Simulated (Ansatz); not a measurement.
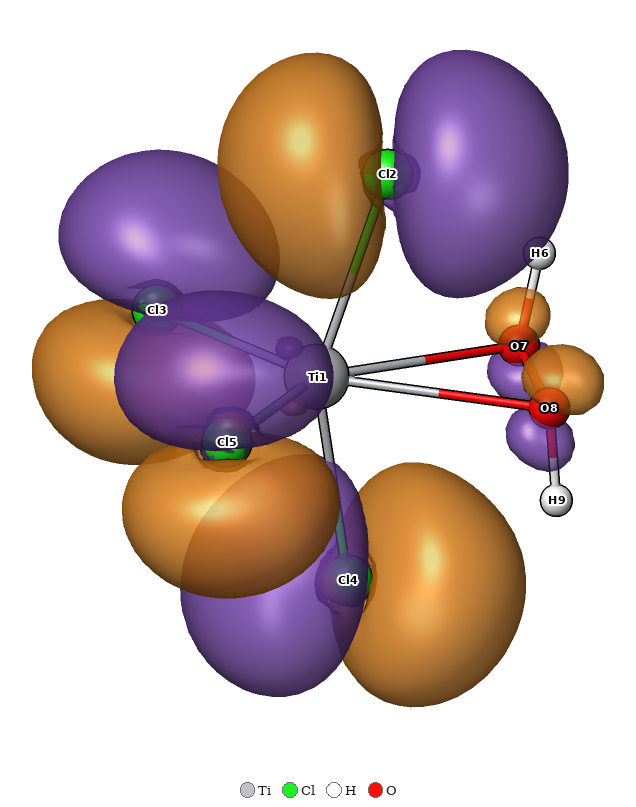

The picture shows: Cl$_{4}$H$_{2}$O$_{2}$Ti. The HOMO−1 at ±0.06 Å⁻³ᐟ² (orange and purple are the two phases), seen at a tilt.

The reactant side of a reaction path; geometry: PBE0-D4/def2-TZVP.

Computed with RKS PBE0-D4/def2-TZVPP in Ansatz 0.2.0.

The calculation's input:

```
crystal:
  periodic: [false, false, false]
  atoms:
    - {symbol: Ti, position_ang: [-0.103913, 0.134935, -0.845223]}
    - {symbol: Cl, position_ang: [2.126686, -0.229524, -0.643565]}
    - {symbol: Cl, position_ang: [-0.536082, -1.395383, -2.314935]}
    - {symbol: Cl, position_ang: [-2.204773, 0.362065, -0.016554]}
    - {symbol: Cl, position_ang: [0.013288, 2.026783, -1.892909]}
    - {symbol: H, position_ang: [1.042474, -1.171588, 1.243159]}
    - {symbol: O, position_ang: [0.098805, -0.921331, 1.254527]}
    - {symbol: O, position_ang: [0.237063, 0.494081, 1.464550]}
    - {symbol: H, position_ang: [-0.673547, 0.700062, 1.750849]}
basis:
  gaussian: {orbitals: def2-TZVPP}
hamiltonian: {xc: pbe0, dispersion: d4}
output: {orbitals: {seedname: orbitals}}
```

Command:

```sh
ansatz run in.yaml --threads 4 --pin off --events-out ev --progress --plain --max-ram 46080MiB --backend cuda --devices 0, --max-vram 37GiB
```

Where does this orbital lie, and at what energy?

Answer. Its weight (Hirshfeld) is mainly on Cl2 (about 30 %), Cl4 (about 30 %), Cl3 (about 20 %) and Cl5 (about 15 %); largely a combination of lone pairs on Cl2, Cl4, Cl3 and Cl5. Its energy is −8.96 eV.
